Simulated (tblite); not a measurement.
# C4H12N2Si2: the cost of one run

Computed with tblite 0.8.0 and PySCF 2.14.0, with density-fitted response routines of our own, on a single molecule in the gas phase. Atoms are numbered from 0 throughout.

**1. The starting structure**

20 atoms, charge 0, multiplicity 1; geometry from: force field or distance geometry start.

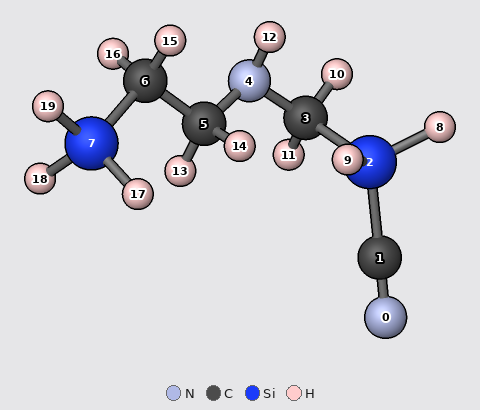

The starting geometry (nitrogen light blue, carbon dark grey, silicon blue, hydrogen pink), atoms numbered; sticks join atoms by distance.

**2. Geometry optimisation with GFN2-xTB**

What the job is given:

```
{"job": {"kind": "relax", "xc": "GFN2-xTB", "basis": "xTB"}, "charge": 0, "multiplicity": 1}
N     -3.606300     2.656100    -0.562400
C     -3.160600     1.720300    -0.057600
Si    -2.431700     0.239500     0.767500
C     -1.758600    -0.928700    -0.503500
N     -0.397500    -1.296400    -0.264400
C      0.548400    -0.230600    -0.278000
C      1.972000    -0.701200    -0.034500
Si     3.082400     0.792600    -0.061200
H     -3.474700    -0.431400     1.549700
H     -1.419200     0.724200     1.708600
H     -2.346300    -1.897900    -0.389600
H     -1.996200    -0.581900    -1.522700
H     -0.316400    -1.865600     0.606700
H      0.523100     0.411600    -1.176600
H      0.268900     0.448000     0.590700
H      2.036600    -1.154000     0.984200
H      2.233600    -1.446900    -0.811100
H      2.475600     1.919200     0.660000
H      3.366400     1.089500    -1.467800
H      4.395300     0.544300     0.569300
```

Started as:

```console
$ OMP_NUM_THREADS=1 python probes_run.py task.json out
```

This one command runs all jobs of the session in turn.

**Question.** How long does this first job take on 1 thread of Arm Neoverse V1, shared host?

About 1.4 s.
